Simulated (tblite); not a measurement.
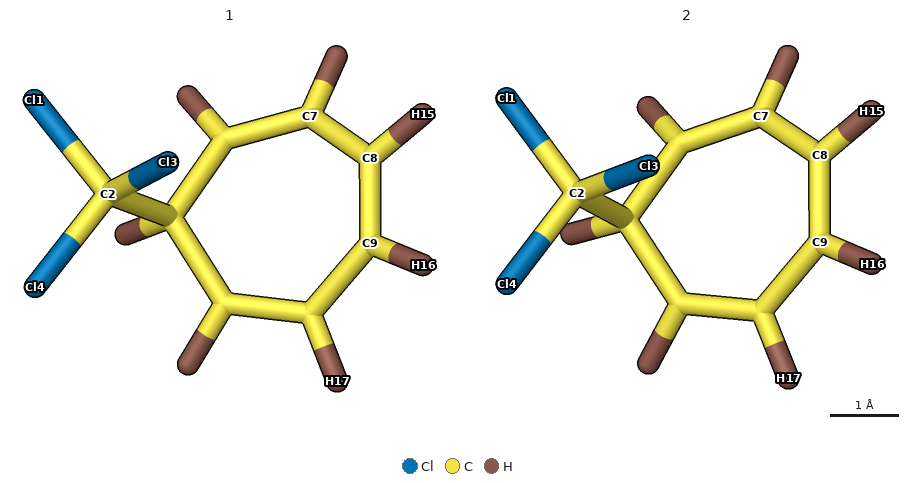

Two geometries of C8H7Cl3, drawn at one scale. One is the start of a relaxation, the other its converged end. The picture is a stick view, seen at a tilt.

Computed with GFN2-xTB geometry optimisation, gas phase (tblite 0.8.0). 

Q: Which of the two is the end point?

A: Structure 2 is the relaxed one. The atom that moves furthest after the best rigid fit is a Cl atom (0.39 Å). Largest moves by element: Cl 0.39 Å, H 0.27 Å, C 0.17 Å. Near-neighbour distances that change, for instance: C–Cl 1.826 → 1.783 Å, C–Cl 1.798 → 1.766 Å, C–C 1.527 → 1.502 Å, C–H 1.102 → 1.082 Å. Bond angles that change, for instance: C–C–H 102.5° → 107.8°, C–C–C 115.5° → 112.3°, C–C–C 114.7° → 112.3°. Over 51 geometry steps the energy falls by 6.37 kcal/mol.
